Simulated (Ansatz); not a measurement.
# TiO (triplet): wave-function methods side by side, def2-TZVPP

How much of the correlation energy of TiO (triplet) does each wave-function method recover here?

The runs use Ansatz 0.2.0, Gaussian basis; def2-TZVPP, core rule «outside noble gas», up to 10 orbitals frozen.

The runs, in order: UHF; CCSD(T) on ROHF; CCSD(T) on UHF; CCSDT(Q) on ROHF; CCSDT(Q) on UHF.

13 further runs of the same task are left out: 11 for a known fault of the program, 2 set aside as unsound or not needed.

## Step 1: What is computed

The geometry is a PBE0/def2-TZVP stationary point (not a proven minimum) of the parent state, kept for this charge and spin.

2 atoms, charge 0, spin multiplicity 3.

Atoms are counted from 1 here; the program's logs count them from 0.

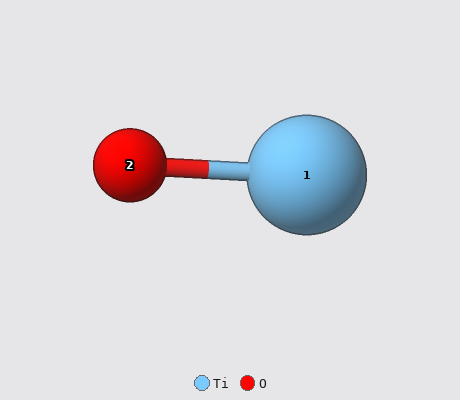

The geometry (titanium blue, oxygen red); atoms are numbered from 1 in the order of the file.

In the tables R marks a restricted open-shell determinant and U an unrestricted one; energies count from the table's Hartree-Fock row.

## Step 2: UHF

in.yaml

```yaml
crystal:
  periodic: [false, false, false]
  atoms:
    - {symbol: Ti, position_ang: [0.000000, 0.000000, 0.000000]}
    - {symbol: O, position_ang: [0.000000, 0.000000, 1.899400]}
basis:
  gaussian: {orbitals: def2-TZVPP}
magnetization: {spin_polarized: true, initial_magnetization: 2}
hamiltonian: {xc: hf}
output: {orbitals: {seedname: orbitals}}
```

On the command line:

```console
ansatz run in.yaml --threads 1 --pin off --events-out ev --progress --plain --max-ram 4096MiB --backend cpu
```

The program printed, shortened:

```text
Functional definition: HF
  name "HF"
  cite "Fock, Z. Phys. 61, 126 (1930) doi:10.1007/BF01340294"
  parent pbe
[...]
789 factors; their error is unknown
[...]
mean field -25124.41787152 eV, -923.3053268362 hartree, gradient 4.8e-6 eV, S^2 2.930862; 26 other end points of the search recorded, 0 dependent functions left out
reference -25124.41787152 eV, -923.3053268362 hartree; 16, 14 occupied and 79, 81 virtual orbitals, 789 factors
Total energy: -25124.41787152 eV, -923.3053268362 hartree
```

Wall time 33 s (1 thread of AMD EPYC 7R13, shared host).

From the report: ⟨S²⟩ of the determinant 2.931 (pure triplet: 2.00). The determinant is far from a pure spin state, so its energy mixes those of several spin states (harmless only where they are near-degenerate, as at dissociation).

## Step 3: CCSD(T) on ROHF

in.yaml

```yaml
crystal:
  periodic: [false, false, false]
  atoms:
    - {symbol: Ti, position_ang: [0.000000, 0.000000, 0.000000]}
    - {symbol: O, position_ang: [0.000000, 0.000000, 1.899400]}
basis:
  gaussian: {orbitals: def2-TZVPP}
magnetization: {spin_polarized: false, initial_magnetization: 2}
correlation: {method: ccsd_t, electrons: outside_noble_gas}
```

On the command line:

```console
ansatz run in.yaml --threads 2 --pin off --events-out ev --progress --plain --max-ram 24576MiB --backend cuda --devices 0, --max-vram 18GiB
```

The program printed, shortened:

```text
Functional definition: HF
  name "HF"
  cite "Fock, Z. Phys. 61, 126 (1930) doi:10.1007/BF01340294"
  parent pbe
[...]
645 factors; integrals over basis functions are off by at most 9.7e-4 eV
[...]
mean field -25122.64954893 eV, -923.2403421797 hartree, gradient 5.2e-6 eV, S^2 2.000000; 35 other end points of the search recorded, 0 dependent functions left out
[...]
determinant -25122.64954893 eV, -923.2403421797 hartree, with singles and doubles -25132.00720858 eV, -923.5842298290 hartree
determinant -25122.29552210 eV, -923.2273319336 hartree, with singles and doubles -25130.27492732 eV, -923.5205696668 hartree
determinant -25122.29454770 eV, -923.2272961253 hartree, with singles and doubles -25130.27392618 eV, -923.5205328758 hartree
determinant -25122.05512119 eV, -923.2184973633 hartree, with singles and doubles -25129.47517677 eV, -923.4911793762 hartree
[...]
determinant -25120.88921500 eV, -923.1756511011 hartree, with singles and doubles -25131.89018689 eV, -923.5799293612 hartree
determinant -25122.64954893 eV, -923.2403421797 hartree, with singles and doubles -25132.00885394 eV, -923.5842902949 hartree
unrestricted determinant -25124.41820541 eV, -923.3053391064 hartree, S^2 2.9309
10 core orbitals not correlated: weight in the atoms' cores, before any rotation towards them, 0.996 or more for the frozen orbitals, at most 0.003 for the correlated occupied ones
reference -25122.64954893 eV, -923.2403421797 hartree; 6, 4 occupied and 79, 81 virtual orbitals, 645 factors
second order -10.12122333 eV of doubles, -0.01538359 eV of singles
cycle   1  -9.35928450 eV  change    2.1e-5 eV  update   6.5e-6
[...]
cycle   3  -9.35929850 eV  change    1.5e-6 eV  update   3.8e-6
perturbative correction -1.14041324 eV, -0.0419094135 hartree
WARN: the results are in doubt because among natural orbitals full CI differs from the method by +0.119 eV
Total energy: -25133.14926067 eV, -923.6261994693 hartree
In doubt: among natural orbitals full CI differs from the method by +0.119 eV
```

Wall time 27 s (1 × H100 (card shared with other runs) with 2 threads of AMD EPYC 7R13, shared host); peak host memory 0.8 GiB.

From the report: correlation -10.4997 eV; T1 0.077; largest double amplitude 0.07. Mind the lines of doubt at the end of the log.

## Step 4: CCSD(T) on UHF

in.yaml, as its differences from that of step 3:

```diff
@@ -7,3 +7,3 @@
   gaussian: {orbitals: def2-TZVPP}
-magnetization: {spin_polarized: false, initial_magnetization: 2}
+magnetization: {spin_polarized: true, initial_magnetization: 2}
 correlation: {method: ccsd_t, electrons: outside_noble_gas}
```

Same command.

The program printed, shortened:

```text
Functional definition: HF
  name "HF"
  cite "Fock, Z. Phys. 61, 126 (1930) doi:10.1007/BF01340294"
  parent pbe
[...]
645 factors; integrals over basis functions are off by at most 9.7e-4 eV
[...]
mean field -25124.41820541 eV, -923.3053391064 hartree, gradient 1.7e-6 eV, S^2 2.930862; 74 other end points of the search recorded, 0 dependent functions left out
determinant -25124.41820541 eV, -923.3053391064 hartree, with singles and doubles -25131.87224414 eV, -923.5792699773 hartree
determinant -25124.31005573 eV, -923.3013646790 hartree, with singles and doubles -25131.91501366 eV, -923.5808417282 hartree
determinant -25124.07210185 eV, -923.2926200352 hartree, with singles and doubles -25132.02218134 eV, -923.5847800679 hartree
determinant -25123.79452565 eV, -923.2824192980 hartree, with singles and doubles -25130.43962740 eV, -923.5266222832 hartree
[...]
determinant -25122.99626427 eV, -923.2530837333 hartree, with singles and doubles -25132.14041047 eV, -923.5891249082 hartree
determinant -25122.65076676 eV, -923.2403869341 hartree, with singles and doubles -25132.05617686 eV, -923.5860293799 hartree
determinant -25122.54265787 eV, -923.2364140057 hartree, with singles and doubles -25132.07773807 eV, -923.5868217398 hartree
[...]
10 core orbitals not correlated: weight in the atoms' cores, before any rotation towards them, 0.988 or more for the frozen orbitals, at most 0.010 for the correlated occupied ones
reference -25124.07210185 eV, -923.2926200352 hartree; 6, 4 occupied and 79, 81 virtual orbitals, 645 factors
second order -6.69981705 eV of doubles, -0.00000000 eV of singles
cycle   1  -8.21545686 eV  change    2.4e-6 eV  update   9.0e-6
perturbative correction -0.67398612 eV, -0.0247685329 hartree
WARN: the results are in doubt because among natural orbitals full CI differs from the method by -0.164 eV
Total energy: -25132.96154482 eV, -923.6193010390 hartree
In doubt: among natural orbitals full CI differs from the method by -0.164 eV
```

Wall time 84 s (1 × H100 (card shared with other runs) with 2 threads of AMD EPYC 7R13, shared host); peak host memory 0.83 GiB.

From the report: ⟨S²⟩ of the determinant 2.830 (pure triplet: 2.00); correlation -8.8894 eV; T1 0.149; largest double amplitude 0.08. The determinant is far from a pure spin state, so its energy mixes those of several spin states (harmless only where they are near-degenerate, as at dissociation). Mind the lines of doubt at the end of the log.

## Step 5: CCSDT(Q) on ROHF

in.yaml

```yaml
crystal:
  periodic: [false, false, false]
  atoms:
    - {symbol: Ti, position_ang: [0.000000, 0.000000, 0.000000]}
    - {symbol: O, position_ang: [0.000000, 0.000000, 1.899400]}
basis:
  gaussian: {orbitals: def2-TZVPP}
magnetization: {spin_polarized: false, initial_magnetization: 2}
correlation: {method: ccsdt_q, electrons: outside_noble_gas}
```

Launched as before.

The program printed, shortened:

```text
Functional definition: HF
  name "HF"
  cite "Fock, Z. Phys. 61, 126 (1930) doi:10.1007/BF01340294"
  parent pbe
[...]
1169 factors; integrals over basis functions are off by at most 2.2e-7 eV
[...]
mean field -25122.64955985 eV, -923.2403425810 hartree, gradient 3.7e-6 eV, S^2 2.000000; 40 other end points of the search recorded, 0 dependent functions left out
[...]
determinant -25122.64955985 eV, -923.2403425810 hartree, with singles and doubles -25132.00745983 eV, -923.5842390622 hartree
determinant -25122.29552895 eV, -923.2273321855 hartree, with singles and doubles -25130.27609160 eV, -923.5206124533 hartree
determinant -25122.29455455 eV, -923.2272963769 hartree, with singles and doubles -25130.27429829 eV, -923.5205465506 hartree
determinant -25122.05513279 eV, -923.2184977896 hartree, with singles and doubles -25129.47719407 eV, -923.4912535107 hartree
[...]
determinant -25120.88922644 eV, -923.1756515215 hartree, with singles and doubles -25131.89019697 eV, -923.5799297315 hartree
determinant -25122.64955985 eV, -923.2403425810 hartree, with singles and doubles -25132.00886360 eV, -923.5842906497 hartree
unrestricted determinant -25124.41821290 eV, -923.3053393817 hartree, S^2 2.9309
10 core orbitals not correlated: weight in the atoms' cores, before any rotation towards them, 0.996 or more for the frozen orbitals, at most 0.003 for the correlated occupied ones
reference -25122.64955985 eV, -923.2403425810 hartree; 6, 4 occupied and 79, 81 virtual orbitals, 1169 factors
second order -10.12123847 eV of doubles, -0.01538356 eV of singles
cycle   1  -7.81141600 eV  change     2.3e0 eV  update   3.8e-1
[...]
cycle  36  -10.40993347 eV  change   -5.5e-7 eV  update   5.4e-7
perturbative correction 0.17569815 eV, 0.0064567879 hartree
WARN: the results are in doubt because among natural orbitals full CI differs from the method by -0.234 eV
Total energy: -25132.88379517 eV, -923.6164437919 hartree
In doubt: among natural orbitals full CI differs from the method by -0.234 eV
```

Run time: 64 s. Hardware: 1 × H100 (card shared with other runs) with 2 threads of AMD EPYC 7R13, shared host; peak host memory 1.1 GiB.

From the report: correlation -10.2342 eV; T1 0.086; largest double amplitude 0.11. The program marks this result as in doubt; its last lines say why.

## Step 6: CCSDT(Q) on UHF

in.yaml, as its differences from that of step 5:

```diff
@@ -7,3 +7,3 @@
   gaussian: {orbitals: def2-TZVPP}
-magnetization: {spin_polarized: false, initial_magnetization: 2}
+magnetization: {spin_polarized: true, initial_magnetization: 2}
 correlation: {method: ccsdt_q, electrons: outside_noble_gas}
```

The command is unchanged.

The program printed, shortened:

```text
Functional definition: HF
  name "HF"
  cite "Fock, Z. Phys. 61, 126 (1930) doi:10.1007/BF01340294"
  parent pbe
[...]
1169 factors; integrals over basis functions are off by at most 2.2e-7 eV
[...]
mean field -25124.41821290 eV, -923.3053393817 hartree, gradient 1.3e-6 eV, S^2 2.930862; 68 other end points of the search recorded, 0 dependent functions left out
determinant -25124.41821290 eV, -923.3053393817 hartree, with singles and doubles -25131.85613539 eV, -923.5786779918 hartree
determinant -25124.31006329 eV, -923.3013649570 hartree, with singles and doubles -25131.90173357 eV, -923.5803536939 hartree
determinant -25124.07211083 eV, -923.2926203654 hartree, with singles and doubles -25132.00611346 eV, -923.5841895840 hartree
determinant -25123.79453370 eV, -923.2824195939 hartree, with singles and doubles -25130.43591225 eV, -923.5264857541 hartree
[...]
determinant -25122.65077781 eV, -923.2403873403 hartree, with singles and doubles -25132.05618795 eV, -923.5860297877 hartree
determinant -25122.54266835 eV, -923.2364143908 hartree, with singles and doubles -25132.07775196 eV, -923.5868222505 hartree
10 core orbitals not correlated: weight in the atoms' cores, before any rotation towards them, 0.988 or more for the frozen orbitals, at most 0.010 for the correlated occupied ones
reference -25124.07211083 eV, -923.2926203654 hartree; 6, 4 occupied and 79, 81 virtual orbitals, 1169 factors
second order -6.69983123 eV of doubles, -0.00000000 eV of singles
cycle   1  -6.76616513 eV  change   -6.6e-2 eV  update   1.4e-1
[...]
cycle  45  -9.12330507 eV  change    2.9e-7 eV  update   9.4e-8
perturbative correction -0.34115109 eV, -0.0125370713 hartree
WARN: the results are in doubt because among natural orbitals full CI differs from the method by +0.147 eV
Total energy: -25133.53656699 eV, -923.6404327139 hartree
In doubt: among natural orbitals full CI differs from the method by +0.147 eV
```

Run time: 98 s. Hardware: 1 × H100 (card shared with other runs) with 2 threads of AMD EPYC 7R13, shared host; peak host memory 0.99 GiB.

From the report: ⟨S²⟩ of the determinant 2.830 (pure triplet: 2.00); correlation -9.4645 eV; T1 0.190; largest double amplitude 0.10. The determinant is far from a pure spin state, so its energy mixes those of several spin states (harmless only where they are near-degenerate, as at dissociation). Mind the lines of doubt at the end of the log.

## Step 7: The ladder

No level here is safe as a reference; RCCSDT(Q) serves as a yardstick only. Rows without a time come out of other runs: HF, MP2 and CCSD of CCSD(T), CCSDT of CCSDT(Q).

Differences are taken before rounding.

| method | energy from the lowest RHF (meV) | from RCCSDT(Q) (meV) | time |
| --- | --- | --- | --- |
| RHF | 0.0 | +10234.2 |  |
| RMP2 | -10136.6 | +97.6 |  |
| UMP2 | -8122.4 | +2111.9 |  |
| RCCSD | -9359.3 | +874.9 |  |
| UCCSD | -9638.0 | +596.2 |  |
| RCCSD(T) | -10499.7 | -265.5 | 27 s |
| UCCSD(T) | -10312.0 | -77.7 | 84 s |
| RCCSDT | -10409.9 | -175.7 |  |
| UCCSDT | -10545.9 | -311.6 |  |
| RCCSDT(Q) | -10234.2 | 0 | 64 s |
| UCCSDT(Q) | -10887.0 | -652.8 | 98 s |

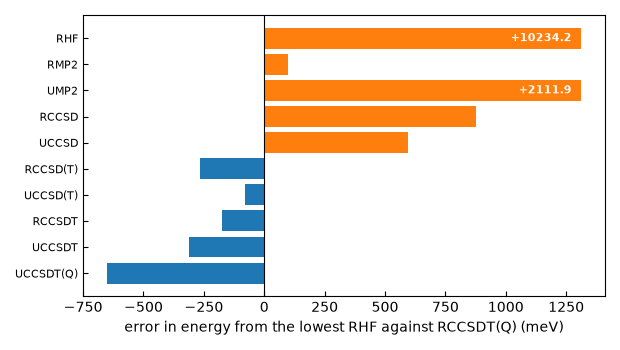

Error of each method against RCCSDT(Q). Bars with a number in them are cut short.

Left out of the table: UHF (another determinant or state than the rows shown).

The program flags RCCSD(T), UCCSD(T), RCCSDT(Q), UCCSDT(Q) as in doubt (see the logs), so the zero of the table is itself unsure.

## Step 8: Summary of results

```
                      quantity        value
RCCSDT(Q) below the RHF energy  -10.2342 eV
           RMP2 from RCCSDT(Q)    +97.6 meV
           UMP2 from RCCSDT(Q)  +2111.9 meV
          RCCSD from RCCSDT(Q)   +874.9 meV
       RCCSD(T) from RCCSDT(Q)   -265.5 meV
       UCCSD(T) from RCCSDT(Q)    -77.7 meV
      UCCSDT(Q) from RCCSDT(Q)   -652.8 meV
                 T1 diagnostic        0.077
```

RCCSD(T) lands -265.5 meV from the yardstick (2.6 % of the correlation energy). CCSD(T) misses by -265.5 meV on the restricted determinant and by -77.7 meV on the unrestricted one; the two need not hold the same state or core. Coupled cluster took another determinant than the lowest Hartree-Fock one. Warnings: spin contamination; coupled cluster took another determinant than the lowest; large T1 diagnostic.
